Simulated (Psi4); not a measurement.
# One shape, several levels: SnNH5 (SMILES [NH2][SnH3])

We compute a comparison of 6 runs (HF/STO-3G, HF/def2-SVP, revB3LYP/STO-3G, PBE0/def2-SVP, TPSS-D3(BJ)+ATM/def2-TZVPD, MP4(SDQ)/LANL2DZ) of SnNH5. 

Program for the calculation: Psi4 1.11.

1 further run of the same task is left out (it didn't finish).

## 1. The molecule

The species is SnNH5 (7 atoms), meant as a singlet with charge 0. SMILES: `[NH2][SnH3]`. The shape is that of a PBE0-D4/def2-TZVP optimisation.

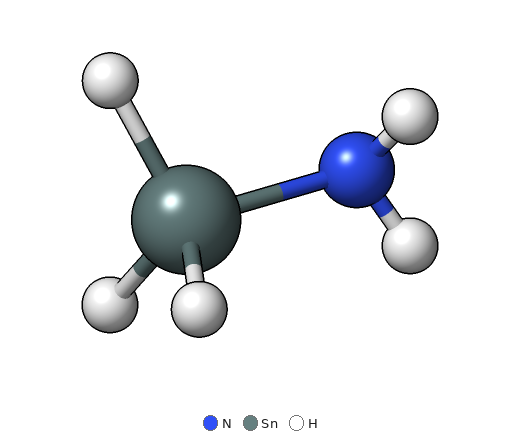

Viewed from a chosen angle; nitrogen blue, tin teal, hydrogen white.

## 2. Energy and forces at HF/STO-3G (run 1)

Input file job.in:

```
memory 1.6 GB

molecule geom {
  0 1
  N     -0.499600    -1.183300     0.116600
  Sn     0.136800     0.730400    -0.135600
  H     -0.001800    -1.844500    -0.466500
  H     -0.413700    -1.504900     1.072700
  H     -0.115800     1.092800    -1.781700
  H     -0.836300     1.684400     0.888000
  H      1.791700     0.957100     0.260900
  units angstrom
  symmetry c1
}

set globals {
  puream        true
  e_convergence 1e-09
  d_convergence 1e-08
  scf_type      pk
}

e, wfn = gradient("hf/STO-3G", return_wfn=True)
oeprop(wfn, "QUADRUPOLE", "DIPOLE", "MULLIKEN_CHARGES", title="HF")
```

On the command line:

```console
$ psi4 -n 1 job.in job.out
```

job.out:

```text
[...]
  Running in c1 symmetry.
[...]
  Nuclear repulsion =  170.722079248412825
[...]
  Multiplicity = 1
[...]
  Nalpha       = 31
  Nbeta        = 31
[...]
    Number of basis functions: 37
[...]
   @RHF iter   1: -6019.74329300371210   -3.68172e+00   1.23711e-02 ADIIS/DIIS
[...]
   @RHF iter  10: -6019.94334503571827   -3.63798e-12   2.27580e-09 DIIS
[...]
  @RHF Final Energy: -6019.94334503571827
   => Energetics <=
    Nuclear Repulsion Energy =            170.7220792484128253
    One-Electron Energy =               -8664.4131989390225499
    Two-Electron Energy =                2473.7477746548916002
    Total Energy =                      -6019.9433450357173570
[...]
  -Total Gradient:
     Atom            X                  Y                   Z
    ------   -----------------  -----------------  -----------------
       1        0.001944849530    -0.036686266173     0.008654074639
       2        0.001262607444    -0.007231099070     0.001931158725
       3       -0.007013109985     0.012710800397     0.003454832355
       4       -0.003128340026     0.009507946995    -0.011107555658
       5       -0.004441645476     0.003931514754    -0.024394676855
       6       -0.015182335212     0.012749204107     0.015401866317
       7        0.026557973790     0.005017899355     0.006060300434
[...]
 Multipole Moments:
 ------------------------------------------------------------------------------------
     Multipole            Electronic (a.u.)      Nuclear  (a.u.)        Total (a.u.)
 ------------------------------------------------------------------------------------
 L = 1.  Multiply by 2.5417464519 to convert [e a0] to [Debye]
 Dipole X            :          1.7412150           -1.1740682            0.5671468
 Dipole Y            :          6.2309642           -6.1152204            0.1157438
 Dipole Z            :         -0.9093753            1.0355536            0.1261783
 Magnitude           :                                                    0.5924299
 L = 2.  Multiply by 1.3450342976 to convert [e a0^2] to [Debye ang]
 Quadrupole XX       :        -49.4107418           23.4062681          -26.0044737
 Quadrupole XY       :        -31.4980803           29.4011652           -2.0969151
[...]
```

It took 1.5 s on 1 thread of AMD EPYC 9R45 (Zen 5), shared host; peak memory 0.19 GiB.

## 3. Energy and forces at HF/def2-SVP (core potential) (run 2)

Input file job.in:

```
memory 1600 MB

molecule {
  N
  Sn 1 2.032451
  H 1 1.012421 2 112.92364
  H 1 1.01239 3 107.14201 2 -124.97741
  H 2 1.704343 1 105.88149 4 -178.84619
  H 2 1.704346 5 112.11193 1 -115.01111
  H 2 1.71677 5 109.74621 6 -122.22118
  symmetry c1
  no_reorient
  no_com
}

set puream true
set e_convergence 1e-09
set d_convergence 1e-08
set scf_type pk

result, w = gradient("hf/def2-SVP", return_wfn=True)
```

On the command line:

```console
$ psi4 -i job.in -o job.out -n 1
```

job.out:

```text
[...]
    !!!  WARNING: ECP capability is in beta. Please check occupations closely.  !!!
[...]
  Running in c1 symmetry.
[...]
  Nuclear repulsion =   82.274394441195469
[...]
  Multiplicity = 1
[...]
  Nalpha       = 17
  Nbeta        = 17
[...]
    Number of basis functions: 65
[...]
   @RHF iter   1:  -270.51508461442478   -2.00335e+00   7.58386e-03 ADIIS/DIIS
[...]
   @RHF iter  11:  -270.62953325185862   -5.00222e-12   3.51498e-09 DIIS
[...]
    Orbital Energies [Eh]
    ---------------------
    Doubly Occupied:
       1A    -15.532985     2A     -5.864192     3A     -4.054180
       4A     -4.053644     5A     -4.053097     6A     -1.328790
       7A     -1.323085     8A     -1.322796     9A     -1.316966
      10A     -1.316319    11A     -1.083565    12A     -0.670161
      13A     -0.627060    14A     -0.498108    15A     -0.448484
      16A     -0.445530    17A     -0.387662
[...]
  @RHF Final Energy:  -270.62953325185862
   => Energetics <=
    Nuclear Repulsion Energy =             82.2743944411954686
    One-Electron Energy =                -617.1546083991030400
    Two-Electron Energy =                 264.2506807060489677
    Total Energy =                       -270.6295332518586179
[...]
 Multipole Moments:
 ------------------------------------------------------------------------------------
     Multipole            Electronic (a.u.)      Nuclear  (a.u.)        Total (a.u.)
 ------------------------------------------------------------------------------------
 L = 1.  Multiply by 2.5417464519 to convert [e a0] to [Debye]
 Dipole X            :         -0.5808066            1.0242755            0.4434689
 Dipole Y            :         -0.3238870            0.5709498            0.2470628
 Dipole Z            :         18.3759740          -18.3351936            0.0407804
 Magnitude           :                                                    0.5092816
[...]
  -Total Gradient:
     Atom            X                  Y                   Z
    ------   -----------------  -----------------  -----------------
       1       -0.009060861367    -0.005079617698     0.005734660771
       2        0.001685752976     0.000950766372    -0.003274280174
       3        0.000857203262     0.006544417894    -0.000082112791
       4        0.005996036658    -0.002698439843    -0.000076459195
       5        0.000736417448    -0.000449010156    -0.001237331462
       6        0.000010095493     0.000860066546    -0.001240661344
       7       -0.000224644469    -0.000128183115     0.000176184196
[...]
```

Wall time 2.3 s (1 thread of AMD EPYC 9R45 (Zen 5), shared host); peak memory 0.22 GiB.

## 4. The energy at revB3LYP/STO-3G (Cholesky decomposition) (run 3)

Input file run.py:

```python
import psi4

psi4.set_memory('1600 MB')
psi4.set_num_threads(1)
psi4.core.set_output_file('output.dat', False)

mol = psi4.geometry("""
0 1
N     -0.94410717    -2.23611292     0.22034207
Sn     0.25851453     1.38025596    -0.25624686
H     -0.00340151    -3.48559984    -0.88155724
H     -0.78177970    -2.84384884     2.02710921
H     -0.21883029     2.06509271    -3.36692504
H     -1.58037796     3.18305468     1.67807680
H      3.38582230     1.80865687     0.49302955
units au
no_reorient
no_com
""")

psi4.set_options({
    'basis': 'STO-3G',
    'scf_type': 'cd',
    'level_shift': 0.3,
    'maxiter': 50,
})

energy_value, wavefunction = psi4.energy("revb3lyp", return_wfn=True)
print(f'revb3lyp energy: {energy_value:.10f} Eh')
```

On the command line:

```console
$ python run.py
```

output.dat:

```text
[...]
  Running in c1 symmetry.
[...]
  Nuclear repulsion =  170.722079441478940
[...]
  Multiplicity = 1
[...]
  Nalpha       = 31
  Nbeta        = 31
[...]
    Number of basis functions: 37
[...]
   @RKS iter   1: -6021.62213380230514   -2.64070e+00   1.16910e-02 ADIIS/DIIS/SHIFT
[...]
   @RKS iter   7: -6021.78914977360910   -3.02498e-09   2.40078e-07 DIIS
[...]
    Orbital Energies [Eh]
    ---------------------
    Doubly Occupied:
       1A   -1019.286482     2A   -149.127507     3A   -141.814695
       4A   -141.814573     5A   -141.814526     6A    -27.559972
       7A    -24.886336     8A    -24.886132     9A    -24.885682
      10A    -16.980268    11A    -16.980176    12A    -16.980037
      13A    -16.979757    14A    -16.979699    15A    -14.012899
      16A     -4.048757    17A     -2.938984    18A     -2.938245
      19A     -2.937242    20A     -0.760038    21A     -0.546580
      22A     -0.546270    23A     -0.540849    24A     -0.529531
      25A     -0.529302    26A     -0.396224    27A     -0.392063
      28A     -0.268473    29A     -0.250007    30A     -0.245334
      31A     -0.108327
[...]
  @RKS Final Energy: -6021.78914977360910
   => Energetics <=
    Nuclear Repulsion Energy =            170.7220794414789395
    One-Electron Energy =               -8664.1924045458836190
    Two-Electron Energy =                2607.9374621189576828
    DFT Exchange-Correlation Energy =    -136.2562867881626687
    Empirical Dispersion Energy =           0.0000000000000000
    VV10 Nonlocal Energy =                  0.0000000000000000
    Total Energy =                      -6021.7891497736090969
[...]
 Multipole Moments:
 ------------------------------------------------------------------------------------
     Multipole            Electronic (a.u.)      Nuclear  (a.u.)        Total (a.u.)
 ------------------------------------------------------------------------------------
 L = 1.  Multiply by 2.5417464519 to convert [e a0] to [Debye]
 Dipole X            :         -6.6081775            7.1184092            0.5102316
 Dipole Y            :        -54.1001684           54.0873631           -0.0128053
 Dipole Z            :         11.4594070          -11.3202152            0.1391918
 Magnitude           :                                                    0.5290318
[...]
```

Standard output:

```text
revb3lyp energy: -6021.7891497736 Eh
```

It took 2.1 s on 1 thread of AMD EPYC 9R45 (Zen 5), shared host; peak memory 0.31 GiB.

Runs 4 to 5 aren't shown in full; the table further down has their settings and results.

## 5. The energy at MP4(SDQ)/LANL2DZ (density fitting, core potential, Cartesian functions) (run 6)

Input file job.inp:

```
memory 1.6 GB

molecule system {
  N
  Sn 1 2.032451
  H 1 1.012421 2 112.92364
  H 1 1.01239 3 107.14201 2 -124.97741
  H 2 1.704343 1 105.88149 4 -178.84619
  H 2 1.704346 5 112.11193 1 -115.01111
  H 2 1.71677 5 109.74621 6 -122.22118
  units angstrom
}

set basis LANL2DZ
set num_frozen_docc 0

e_tot, wfn = energy('mp4(sdq)', return_wfn=True)
```

On the command line:

```console
$ psi4 -i job.inp -o job.out -n 1
```

job.out:

```text
[...]
    !!!  WARNING: ECP capability is in beta. Please check occupations closely.  !!!
[...]
  Running in c1 symmetry.
[...]
  Nuclear repulsion =   25.415164183074818
[...]
  Multiplicity = 1
[...]
  Nalpha       = 8
  Nbeta        = 8
[...]
    Number of basis functions: 27
[...]
   @RHF iter   1:   -60.46382033458060   -9.50475e-01   1.53073e-02 ADIIS/DIIS
[...]
   @RHF iter  10:   -60.55741543982484   -1.64846e-12   6.74236e-09 DIIS
[...]
    Orbital Energies [Eh]
    ---------------------
    Doubly Occupied:
       1A    -15.528699     2A     -1.111998     3A     -0.673984
       4A     -0.630573     5A     -0.502470     6A     -0.455787
       7A     -0.452432     8A     -0.386807
[...]
  @RHF Final Energy:   -60.55741543982484
   => Energetics <=
    Nuclear Repulsion Energy =             25.4151641830748183
    One-Electron Energy =                -132.4596585599181253
    Two-Electron Energy =                  46.4870789370184667
    Total Energy =                        -60.5574154398248368
[...]
 Multipole Moments:
 ------------------------------------------------------------------------------------
     Multipole            Electronic (a.u.)      Nuclear  (a.u.)        Total (a.u.)
 ------------------------------------------------------------------------------------
 L = 1.  Multiply by 2.5417464519 to convert [e a0] to [Debye]
 Dipole X            :         -0.5935282            1.2017834            0.6082552
 Dipole Y            :         -0.3310701            0.6698959            0.3388258
 Dipole Z            :         26.3230962          -26.1016462            0.2214500
 Magnitude           :                                                    0.7306281
[...]
      * MP2 total energy:                    -60.722807001694
[...]
      * MP3 total energy:                    -60.737359576191
[...]
```

It took 1.3 s on 1 thread of AMD EPYC 9R45 (Zen 5), shared host; peak memory 0.19 GiB.

## 6. All runs side by side

```
run                                                                    level  core potential        task   energy (Eh)  dipole moment (D)  HOMO energy (eV)  LUMO energy (eV)  wall time
  1                                                                HF/STO-3G            none    gradient  -6019.943345               1.51             -7.77             11.08      1.5 s
  2                                             HF/def2-SVP (core potential)            def2    gradient   -270.629533               1.29            -10.55              3.10      2.3 s
  3                                 revB3LYP/STO-3G (Cholesky decomposition)            none      energy  -6021.789150               1.34             -2.95              6.00      2.1 s
  4                                           PBE0/def2-SVP (core potential)            def2      energy   -271.912520               1.17             -6.95              0.28      6.6 s
  5             TPSS-D3(BJ)+ATM/def2-TZVPD (density fitting, core potential)            def2  properties   -271.991235               0.98             -5.97             -0.89       17 s
  6  MP4(SDQ)/LANL2DZ (density fitting, core potential, Cartesian functions)         LANL2DZ      energy    -60.746094                  –            -10.53              2.80      1.3 s
```

## 7. Results

| quantity | value |
| --- | --- |
| run 6: total energy | -60.74609 Eh |
| run 6: HOMO energy (Hartree–Fock orbitals) | -10.53 eV |
| run 6: LUMO energy (Hartree–Fock orbitals) | 2.80 eV |
| run 6: HOMO–LUMO gap (Hartree–Fock orbitals) | 13.33 eV |
| run 6: correlation energy | -188.7 mEh |

**Reading.** Over runs 1, 2, 3, 4, 5 the dipole moment (its size) runs from 0.98 D (TPSS-D3(BJ)+ATM/def2-TZVPD) to 1.51 D (HF/STO-3G). The two ends differ in method and basis and core potential. Over runs 1, 2, 3, 4, 5 the HOMO–LUMO gap runs from 5.08 eV (TPSS-D3(BJ)+ATM/def2-TZVPD) to 18.85 eV (HF/STO-3G). Totals of different functionals can't be ranked against each other. Some runs of one species differ in core potentials or relativity; totals across that change don't compare. In runs 1, 3 the basis is minimal, so the values are rough. In runs 1, 3 relativity is left out where basis or elements ask for it. All runs together took 30 s, the longest 17 s.
